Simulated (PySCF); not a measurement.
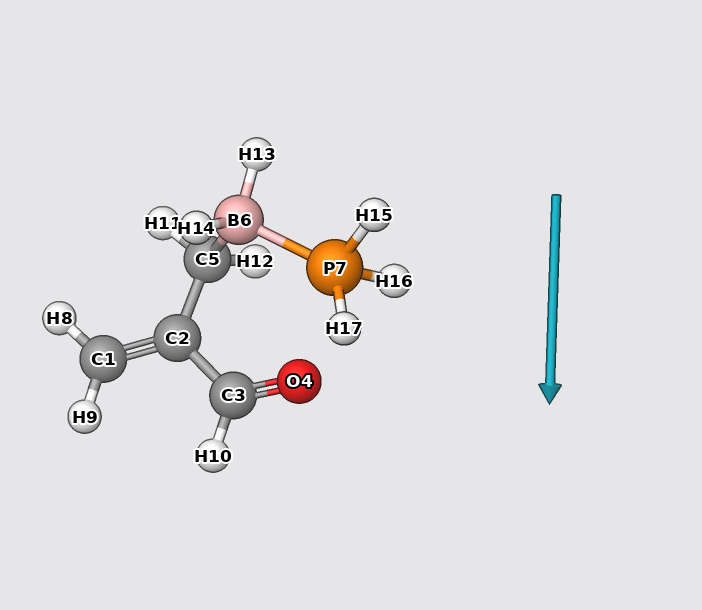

The arrow beside the molecule shows the direction of the dipole moment, from the negative to the positive end (its length means nothing). The geometry was computed by an optimisation with GFN2-xTB. No frequency run is at hand to confirm it as a minimum. Level of theory: B3LYP/def2-SVPD, gas phase (PySCF 2.14.0).

### How large is the dipole moment?

2.22 D; it points from the side of H13 to the side of H10 (the outermost atoms at the two ends).

The geometry is semi-empirical. Around B, P such bond lengths and angles can be off by a tenth of an ångström or more and by several degrees, and values that hang on the shape move with them.
